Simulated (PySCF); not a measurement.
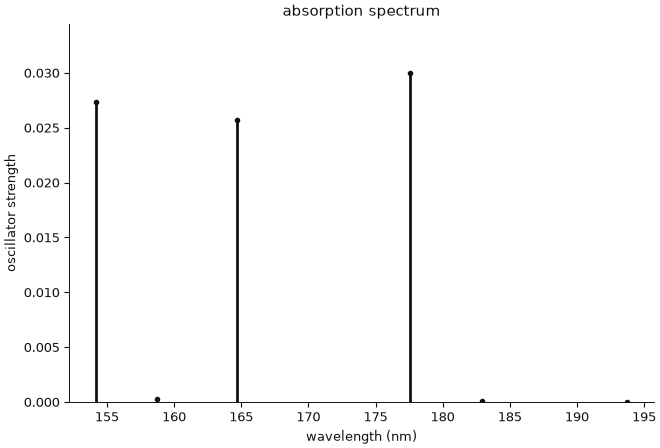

Computed absorption of CHCl₃, SMILES ClC(Cl)Cl. Vertical TDDFT excitations, PBE0/def2-SVPD in PySCF 2.14.0, at a PBE0-D3(BJ)/def2-SVP geometry (no frequency check), gas phase. Only the first 10 singlet excitations are included. States within 0.01 eV of each other are merged, with their strengths summed.

Where is the lowest singlet, and is it bright?

S1 lies at 6.40 eV (194 nm) with f = 0.000, mainly HOMO → LUMO (98 %); it is dark or nearly so.

List the transitions behind the spectrum.

| state | E (eV) | λ (nm) | f | main character |
| --- | --- | --- | --- | --- |
| S1 | 6.40 | 194 | 0.000 | HOMO → LUMO (98 %) |
| S2 | 6.78 | 183 | 0.000 | HOMO−1 → LUMO (97 %) |
| S3/S4 | 6.98 | 178 | 0.030 | HOMO−2/HOMO−3 → LUMO |
| S5/S6 | 7.53 | 165 | 0.026 | HOMO → LUMO+1/LUMO+2 |
| S7/S8 | 7.81 | 159 | 0.000 | HOMO−4/HOMO−5 → LUMO |
| S9/S10 | 8.04 | 154 | 0.027 | HOMO−1 → LUMO+1/LUMO+2 |

Note: core orbitals are frozen in the response.
